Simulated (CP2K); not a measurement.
# S2F2 (Difluorodisulfane): B3LYP/6-31G(d) (spherical functions)

Aim: the vertical ionisation energy of S2F2 (Difluorodisulfane) at B3LYP/6-31G* (spherical functions), from 2 runs. 

The results are computed with CP2K 2026.2.

5 further runs of the same task are left out: 5 that didn't finish.

## 1. The structure to begin with

S2F2 has 4 atoms, charge 0, and is taken as a singlet. SMILES: `FSSF`. Geometry: relaxed at PBE0-D4/def2-TZVP.

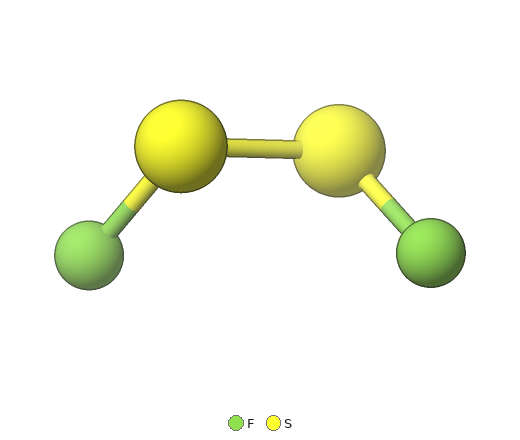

Viewed from a chosen angle; fluorine green, sulfur yellow.

## 2. The energy at B3LYP/6-31G(d) (spherical functions)

The input, mol.inp:

```
&GLOBAL
    PROJECT_NAME mol
    RUN_TYPE ENERGY
    PRINT_LEVEL MEDIUM
&END

&FORCE_EVAL
    METHOD QS
    &DFT
        BASIS_SET_FILE_NAME ./6_31gs.basis
        POTENTIAL_FILE_NAME POTENTIAL
        CHARGE 0
        MULTIPLICITY 1
        &QS
            METHOD GAPW
            EPS_DEFAULT 1.0E-10
        &END
        &MGRID
            CUTOFF 280
            REL_CUTOFF 50
            NGRIDS 4
        &END
        &POISSON
            PERIODIC NONE
            POISSON_SOLVER MULTIPOLE
        &END
        &SCF
            SCF_GUESS ATOMIC
            EPS_SCF 1.0E-07
            MAX_SCF 100
            ADDED_MOS 3
            &DIAGONALIZATION
                ALGORITHM STANDARD
            &END
            &MIXING
                METHOD DIRECT_P_MIXING
                ALPHA 0.4
            &END
        &END
        ! exchange and correlation
        &XC
            &XC_FUNCTIONAL
                &HYB_GGA_XC_B3LYP
                &END
            &END
            &HF
                FRACTION 0.2
                &SCREENING
                    EPS_SCHWARZ 1.0E-10
                    SCREEN_ON_INITIAL_P F
                &END
                &INTERACTION_POTENTIAL
                    POTENTIAL_TYPE COULOMB
                &END
                &MEMORY
                    MAX_MEMORY 1050
                &END
            &END
        &END
        &PRINT
            &MOMENTS
                PERIODIC F
                REFERENCE COM
                MAX_MOMENT 1
            &END
            &MO ON
                ENERGIES T
                OCCUPATION_NUMBERS T
                NDIGITS 6
                &EACH
                    QS_SCF 0
                &END
                ADD_LAST NUMERIC
            &END
            &LOWDIN ON
            &END
            &HIRSHFELD OFF
            &END
        &END
    &END
    &SUBSYS
        ! vacuum box
        &CELL
            ABC [angstrom] 10 8.1 9.1
            PERIODIC NONE
        &END
        &COORD
            F     -1.783750    -0.199930    -0.621590
            S     -0.467670     0.764150    -0.632370
            S      1.044990    -0.276390    -0.184720
            F      1.206410    -0.287820     1.438680
        &END
        &TOPOLOGY
            &CENTER_COORDINATES
            &END
        &END
        &KIND F
            BASIS_SET 6-31Gs
            POTENTIAL ALL
            LEBEDEV_GRID 194
            RADIAL_GRID 100
        &END
        &KIND S
            BASIS_SET 6-31Gs
            POTENTIAL ALL
            LEBEDEV_GRID 194
            RADIAL_GRID 100
        &END
    &END
&END
```

On the command line:

```console
$ OMP_NUM_THREADS=1 cp2k.psmp -i mol.inp > mol.out 2>&1
```

Output:

```text
CP2K| version string:                                       CP2K version 2026.2
[...]
 GLOBAL| Method name                                                        CP2K
[...]
 GLOBAL| Run type                                                         ENERGY
[...]
 DFT| Spin restricted Kohn-Sham (RKS) calculation                            RKS
 DFT| Multiplicity                                                             1
[...]
 DFT| Charge                                                                   0
[...]
 FUNCTIONAL| HYB_GGA_XC_B3LYP:
[...]
 QS| Method:                                                                GAPW
[...]
 QS| Density cutoff [a.u.]:                                                140.0
[...]
 QS| Relative density cutoff [a.u.]:                                        25.0
[...]
                             - Atoms:                                          4
[...]
                             - Spherical basis functions:                     64
[...]
 Number of electrons:                                                         50
[...]
     1 P_Mix/Diag. 0.40E+00    2.5     0.41315476      -996.5877498252 -9.97E+02
[...]
    15 DIIS/Diag.  0.10E-06    0.9     0.00000009      -995.9917367429 -1.14E-13
  *** SCF run converged in    15 steps ***
[...]
  Overlap energy of the core charge distribution:               0.00000013800835
  Self energy of the core charge distribution:               -553.01376362727649
  Core Hamiltonian energy:                                   -465.68771205047767
  Hartree energy:                                              75.76364684281563
  Exchange-correlation energy:                                -10.37494543988443
  Hartree-Fock Exchange energy:                               -14.04337300653155
[...]
                     Mulliken Population Analysis
 #  Atom  Element  Kind  Atomic population                           Net charge
       1     F        1          9.360010                             -0.360010
       2     S        2         15.640091                              0.359909
       3     S        2         15.640226                              0.359774
       4     F        1          9.359673                             -0.359673
 # Total charge                             50.000000                 -0.000000
[...]
  Dipole moment [Debye]
    X=  0.7283326E+00 Y=  0.6145808E+00 Z= -0.1020310E+01  Total=      1.3961414
 ENERGY| Total FORCE_EVAL ( QS ) energy [hartree]           -995.991736742878174
[...]
```

Wall time 16 s (1 thread of Arm Neoverse V2, shared host); peak memory 0.47 GiB.

## 3. The doublet cation

The input, mol.inp:

```
&FORCE_EVAL
    METHOD QS
    &DFT
        BASIS_SET_FILE_NAME ./6_31gs.basis
        POTENTIAL_FILE_NAME POTENTIAL
        CHARGE 1
        MULTIPLICITY 2
        SPIN_POLARIZED T
        &QS
            METHOD GAPW
            EPS_DEFAULT 1.0E-10
        &END QS
        ! plane-wave cutoff in Ry
        &MGRID
            CUTOFF 280
            REL_CUTOFF 50
            NGRIDS 4
        &END MGRID
        ! no periodic images
        &POISSON
            PERIODIC NONE
            POISSON_SOLVER MULTIPOLE
        &END POISSON
        ! self-consistent field
        &SCF
            SCF_GUESS ATOMIC
            EPS_SCF 1.0E-06
            MAX_SCF 30
            &OT
                MINIMIZER CG
                PRECONDITIONER FULL_ALL
            &END OT
            &OUTER_SCF
                EPS_SCF 1.0E-06
                MAX_SCF 5
            &END OUTER_SCF
        &END SCF
        &XC
            &XC_FUNCTIONAL
                &HYB_GGA_XC_B3LYP
                &END HYB_GGA_XC_B3LYP
            &END XC_FUNCTIONAL
            ! exact exchange
            &HF
                FRACTION 0.2
                &SCREENING
                    EPS_SCHWARZ 1.0E-10
                &END SCREENING
                &MEMORY
                    MAX_MEMORY 1050
                &END MEMORY
            &END HF
        &END XC
        ! extra output
        &PRINT
            &MOMENTS
                PERIODIC F
                REFERENCE COM
                MAX_MOMENT 1
            &END MOMENTS
            &MO_CUBES
                NLUMO 1
                NHOMO -1
                WRITE_CUBE F
            &END MO_CUBES
            &LOWDIN ON
            &END LOWDIN
            &HIRSHFELD OFF
            &END HIRSHFELD
            &MO_MOLDEN ON
                NDIGITS 8
                NLUMO 1
            &END MO_MOLDEN
        &END PRINT
    &END DFT
    &SUBSYS
        ! vacuum box
        &CELL
            ABC 10 8.1 9.1
            PERIODIC NONE
        &END CELL
        &COORD
            F     -1.783750    -0.199930    -0.621590
            S     -0.467670     0.764150    -0.632370
            S      1.044990    -0.276390    -0.184720
            F      1.206410    -0.287820     1.438680
        &END COORD
        &TOPOLOGY
            &CENTER_COORDINATES
            &END CENTER_COORDINATES
        &END TOPOLOGY
        &KIND F
            BASIS_SET 6-31Gs
            POTENTIAL ALL
            LEBEDEV_GRID 194
            RADIAL_GRID 100
        &END KIND
        &KIND S
            BASIS_SET 6-31Gs
            POTENTIAL ALL
            LEBEDEV_GRID 194
            RADIAL_GRID 100
        &END KIND
    &END SUBSYS
&END FORCE_EVAL

&GLOBAL
    PROJECT mol
    RUN_TYPE ENERGY
    PRINT_LEVEL MEDIUM
&END GLOBAL
```

On the command line:

```console
$ OMP_NUM_THREADS=1 cp2k.psmp -i mol.inp > mol.out 2>&1
```

Output:

```text
CP2K| version string:                                       CP2K version 2026.2
[...]
 GLOBAL| Method name                                                        CP2K
[...]
 GLOBAL| Run type                                                         ENERGY
[...]
 DFT| Spin unrestricted (spin-polarized) Kohn-Sham calculation               UKS
 DFT| Multiplicity                                                             2
[...]
 DFT| Charge                                                                   1
[...]
 FUNCTIONAL| HYB_GGA_XC_B3LYP:
[...]
 QS| Method:                                                                GAPW
[...]
 QS| Density cutoff [a.u.]:                                                140.0
[...]
 QS| Relative density cutoff [a.u.]:                                        25.0
[...]
                             - Atoms:                                          4
[...]
                             - Spherical basis functions:                     64
[...]
 Number of electrons:                                                         25
[...]
     1 OT CG       0.15E+00    3.3     0.36328568      -918.1899279404 -9.18E+02
[...]
    20 OT CG       0.14E+00    1.5     0.00000071      -995.6021650248 -1.21E-09
  *** SCF run converged in    20 steps ***
[...]
  Overlap energy of the core charge distribution:               0.00000013800835
  Self energy of the core charge distribution:               -553.01376362727649
  Core Hamiltonian energy:                                   -466.22157838729339
  Hartree energy:                                              76.32437389924254
  Exchange-correlation energy:                                -10.08120509709647
  Hartree-Fock Exchange energy:                               -13.95997228231836
[...]
                     Mulliken Population Analysis
 #  Atom  Element  Kind  Atomic population (alpha,beta) Net charge  Spin moment
       1     F        1         4.674448     4.545624    -0.220072     0.128824
       2     S        2         7.828565     7.449314     0.722121     0.379252
       3     S        2         7.822951     7.458445     0.718605     0.364506
       4     F        1         4.674036     4.546618    -0.220655     0.127418
 # Total charge and spin       25.000000    24.000000     1.000000     1.000000
[...]
  Dipole moment [Debye]
    X=  0.9556510E+00 Y=  0.8328745E+00 Z= -0.1364009E+01  Total=      1.8621138
[...]
 HOMO - LUMO gap [eV] :    1.784386
 ENERGY| Total FORCE_EVAL ( QS ) energy [hartree]           -995.602165024808642
[...]
```

It took 2 min on 1 thread of Arm Neoverse V2, shared host; peak memory 0.57 GiB.

## 4. What came out

At B3LYP/6-31G* (spherical functions):

```
                                          quantity          value
                        singlet S2F2: total energy  -995.99174 Eh
                       singlet S2F2: dipole moment         1.40 D
                         singlet S2F2: HOMO energy       -7.86 eV
                         singlet S2F2: LUMO energy       -1.34 eV
                       singlet S2F2: HOMO–LUMO gap        6.53 eV
                      doublet cation: total energy  -995.60217 Eh
doublet cation: HOMO energy (highest over α and β)      -15.13 eV
 doublet cation: LUMO energy (lowest over α and β)      -13.34 eV
                              doublet cation: ⟨S²⟩          0.762
vertical ionisation energy (to the doublet cation)      10.601 eV
```

What this shows: The vertical ionisation energy comes to 10.60 eV (1023 kJ/mol). The negative HOMO energy of the first species, 7.86 eV, lies 2.74 eV below that difference.
